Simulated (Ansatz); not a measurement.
## Fields on a plane of CdSe (zinc blende)

```xyz
2
Lattice="0.0000 3.0668 3.0668 3.0668 0.0000 3.0668 3.0668 3.0668 0.0000" Properties=species:S:1:pos:R:3 pbc="T T T"
Se     1.5334     1.5334     1.5334
Cd     0.0000     0.0000     0.0000
```

The slice is a {110} plane (indices of the conventional cell) through the point (0.250, 0.250, 0.250) (fractional), spanned by u = [100] and v = [1 -1 -1] in vectors of this cell: u (4.34 Å) and v (6.13 Å, at 90° to u). It covers one period; positions are fractions (u, v).

Atoms on it: Se at (0.00, 0.00); Cd at (0.50, 0.25).

All values below come from r2SCAN (plane waves to 500 eV, PAW, scalar-relativistic; Ansatz, a quantum-chemistry and plane-wave program). k mesh 9×9×9. Near the nuclei the fields are pseudised (PAW); where an atom keeps semicore shells as valence, they peak there. CdSe was relaxed with its symmetry unable to fall.

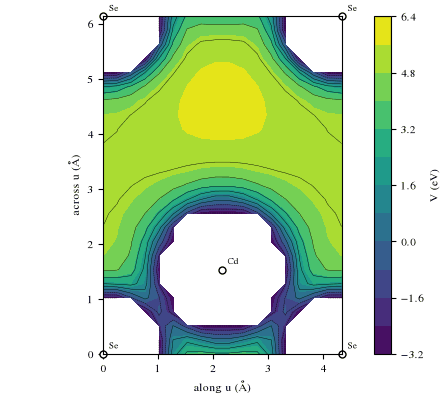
Figure: Electrostatic potential energy of an electron, from the cell's mean, in eV, one period of the plane, atoms marked. Points within 1 Å of a nucleus are left white, as the pseudised field means little there. Values under -3 eV are set to -3. The zero, the cell's mean, hangs on the PAW cores.

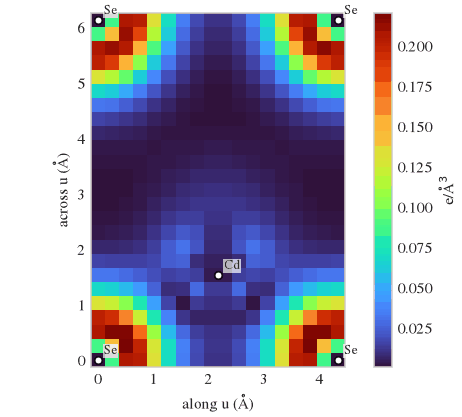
Figure. Density of the highest valence band (whole band, smooth part) in e/Å³, one period of the plane, atoms marked. 

The density on the Se–Cd line (2.66 Å) at its density minimum, 1.4 Å from Se is 0.36 e/Å³ and the ELF at that point comes out as 0.3. Element round which the density of the highest valence band (whole band, smooth part) is largest on this plane: Se.
